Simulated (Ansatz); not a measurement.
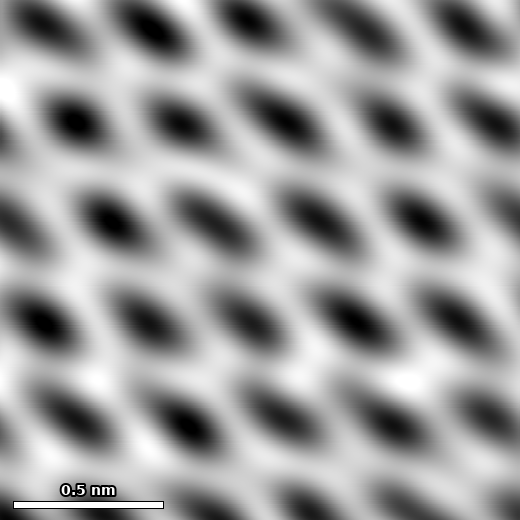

Phase-contrast TEM-like image of Ge (Fd-3m, No. 227) along [110]. Simulated in the weak-phase-object approximation with neutral-atom potentials: 300 kV, Cs = 1.00 mm, defocus −532 Å (negative is underfocus), defocus spread 40 Å, aperture 0.51 1/Å. A slight drift and the speckle of an amorphous layer were added. Atomic positions: the input geometry of a calculation.

What point resolution do these settings give, and which lattice spacings pass?

Answer. About 2.0 Å (0.66 |Cs|^(1/4) λ^(3/4) with λ = 0.0197 Å). The spacings that carry visible contrast are {111} at 3.33 Å, {220} at 2.04 Å. Columns 1.44 Å apart are closer than that and merge.

Do the atom columns appear dark or bright, and why?

Answer. Dark. With positive Cs and underfocus sin χ is negative over the pass band, so the strongest columns (Ge) come out darker than the background.
